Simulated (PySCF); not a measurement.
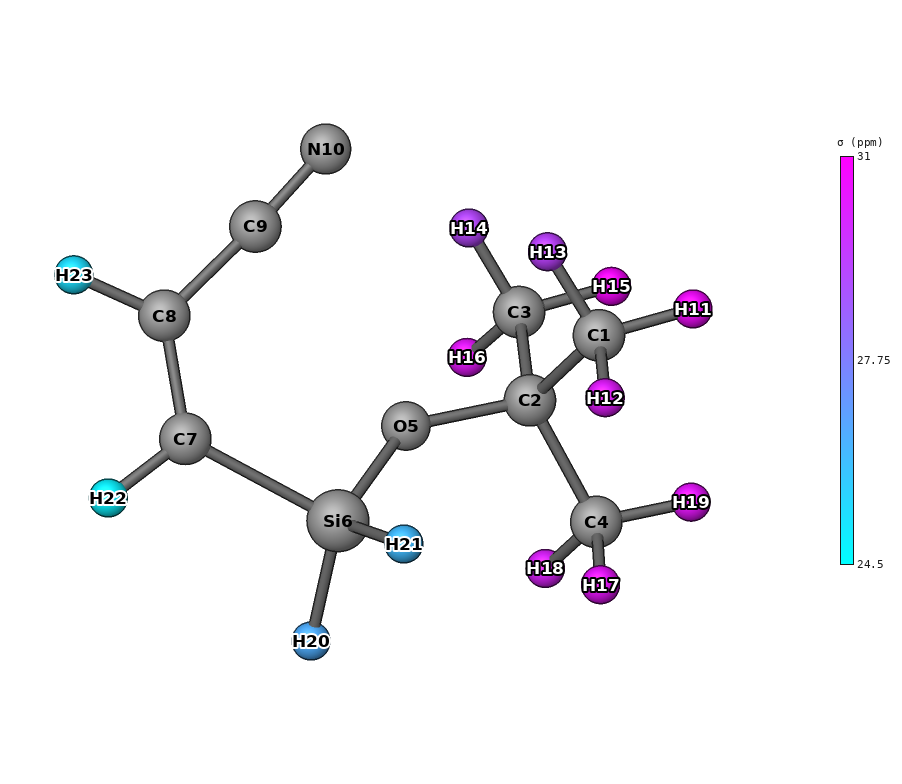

Atoms are coloured by their isotropic NMR shieldings (H only, the others grey). The computed structure is the end point of a GFN2-xTB optimisation. No frequency run is at hand to confirm it as a minimum. Method: GIAO PBE0/pcSseg-1 NMR shielding, non-relativistic, gas phase (PySCF 2.14.0).

Give the isotropic NMR shieldings of the H atoms atom by atom.

| atom | σ (ppm) |
| --- | --- |
| H11 | 30.71 |
| H12 | 30.29 |
| H13 | 29.30 |
| H14 | 29.16 |
| H15 | 30.83 |
| H16 | 30.37 |
| H17 | 30.46 |
| H18 | 30.13 |
| H19 | 30.41 |
| H20 | 26.53 |
| H21 | 26.21 |
| H22 | 24.85 |
| H23 | 25.33 |

The geometry is semi-empirical. Around Si such bond lengths and angles can be off by a tenth of an ångström or more and by several degrees, and values that hang on the shape move with them.
